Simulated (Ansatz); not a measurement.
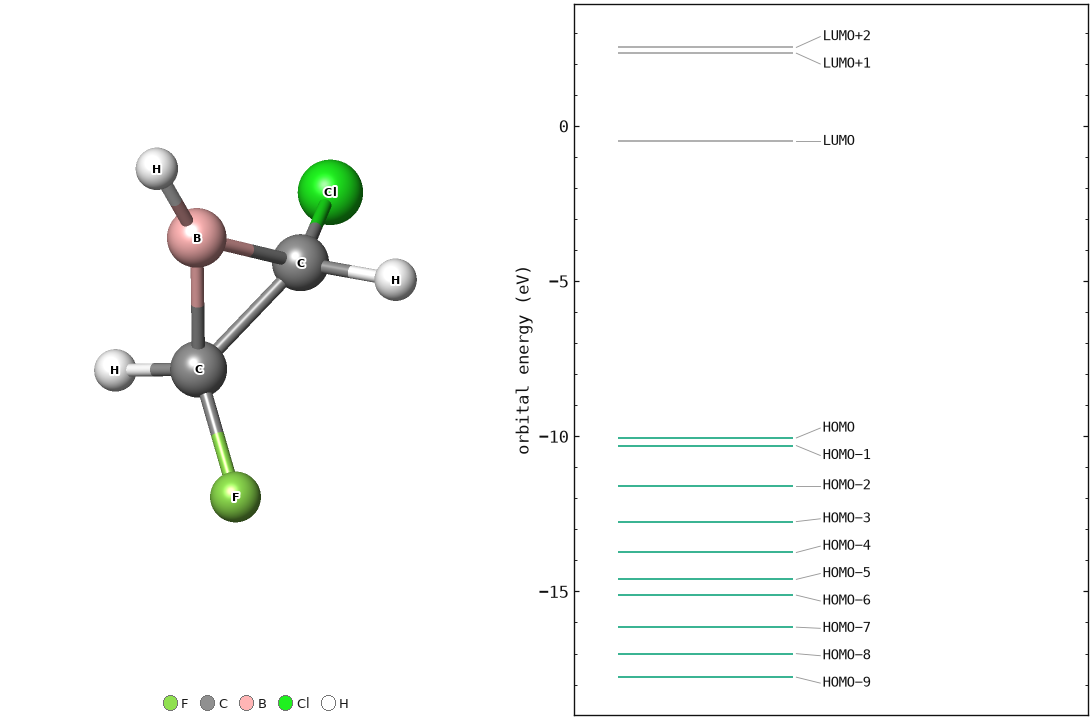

C₂H₃BClF, SMILES F[C@H]1B[C@@H]1Cl. Kohn-Sham orbital energies near the frontier, ωB97M-V/def2-TZVPP in the Ansatz code 0.2.0, at a PBE0-D4/def2-TZVP geometry (a minimum by its frequencies), isolated molecule; empty levels in grey, levels within 0.03 eV side by side.

Question: Where do the frontier orbitals lie?

Answer: HOMO at −10.05 eV, LUMO at −0.50 eV, 9.55 eV apart.

Question: How far below the HOMO does the next level lie?

Answer: 0.25 eV.

Known limits of this run: empty levels above zero depend strongly on the basis.
